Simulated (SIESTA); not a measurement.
**Convergence study of the cutoff of the real-space grid for TiO₂ (Imm2, 6 atoms in the cell)**

```yaml
crystal:
  lattice:
    - [-1.88304, 1.88304, 4.73123]
    - [1.88304, -1.88304, 4.73123]
    - [1.88304, 1.88304, -4.73123]
  atoms:
    - { symbol: Ti, position: [0.75528, 0.25528, 0.50000] }
    - { symbol: Ti, position: [0.00000, 0.00000, 0.00000] }
    - { symbol: O, position: [0.54200, 0.04200, 0.50000] }
    - { symbol: O, position: [0.79200, 0.79200, 0.00000] }
    - { symbol: O, position: [0.20800, 0.20800, 0.00000] }
    - { symbol: O, position: [0.95800, 0.45800, 0.50000] }
```

Computed with LDA PW92, numerical atomic orbitals DZP, PseudoDojo LDA standard norm-conserving potentials (rewritten from UPF to PSML) (SIESTA).

Base settings: XC.functional = LDA; XC.authors = PW92; potentials = PseudoDojo LDA standard; PAO.BasisSize = DZP; PAO.EnergyShift = 0.01 Ry; MeshCutoff = 350 Ry; kgrid.MonkhorstPack = 3 3 3; OccupationFunction = FD; ElectronicTemperature = 0.02 eV; MaxSCFIterations = 150.

The second cell is the first with its lattice scaled by 0.98.

The mesh stays at the base's, so the ladder's end is converged at best in this setting alone.

Only quantities that move along the ladder and can be compared are tabulated; the gap is left out on so coarse a mesh.

Core times come from one kind of shared machine, to one figure; runs under 30 s give none.

The starting cell has typed, rounded lattice constants, without a prior relaxation at this level. Its lattice was rescaled by up to half a per cent. One atom was moved a little off its site on purpose. Values carry the incompleteness of an atom-centred basis.

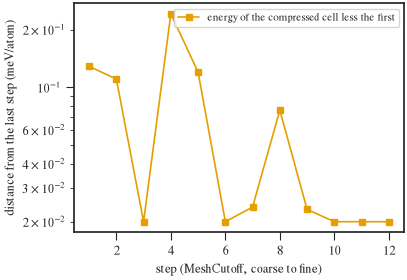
Figure: Distance from the last step along the ladder; very small values are drawn at a floor.

```csv
MeshCutoff,energy of the compressed cell less the first (meV/atom),pressure (GPa),largest difference of a force vector from the last step's (eV/Å),core time / last (rough)
122 Ry (125 Ry used),20.85,-2.53,0.042,–
140 Ry (151 Ry used),20.87,-2.61,0.026,–
158 Ry (166 Ry used),20.97,-2.63,0.017,–
193 Ry (204 Ry used),21.22,-2.67,0.024,–
210 Ry (222 Ry used),21.10,-2.53,0.018,–
280 Ry (341 Ry used),20.96,-2.60,0.007,–
315 Ry (321 Ry used),20.95,-2.52,0.007,–
350 Ry (368 Ry used),21.05,-2.57,0.005,0.4
385 Ry (436 Ry used),21.00,-2.58,0.007,–
473 Ry (483 Ry used),20.96,-2.59,0.006,0.3
525 Ry (545 Ry used),20.96,-2.58,0.005,0.5
700 Ry (766 Ry used),20.97,-2.59,0.003,0.4
840 Ry (897 Ry used),20.98,-2.58,0.000,1
```

Coarsest MeshCutoff that holds the energy of the compressed cell less the first within 0.2 meV/atom of the last step, with all finer ones: 210 Ry (222 Ry used); the step before is off by 0.24 meV/atom.

Left out of this page: 4 runs of the series outside the window shown, repeating another row's setting, or not comparable.
